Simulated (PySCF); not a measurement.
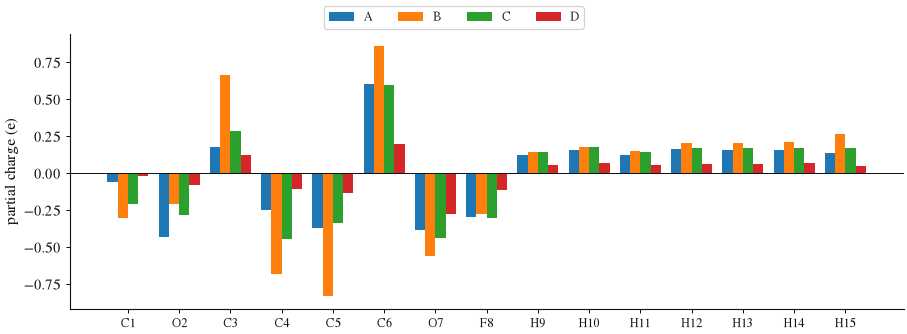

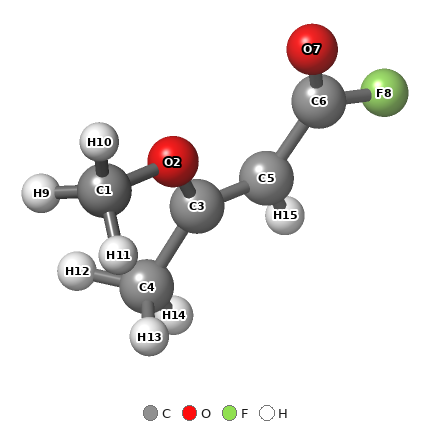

Atomic charges of C₅H₇FO₂, SMILES CO/C(C)=C\C(=O)F by 4 schemes, PBE0/pcSseg-1 (IEF-PCM benzene) with PySCF 2.14.0, at a PBE0-D3(BJ)/def2-SVP geometry (no frequency check).

The schemes are ESP fit, Hirshfeld, IAO and Mulliken. Which series is which?

A: Mulliken (C4 −0.25 e); B: ESP fit (C4 −0.68 e); C: IAO (C4 −0.44 e); D: Hirshfeld (C4 −0.11 e).

Note: one conformer of a flexible molecule.
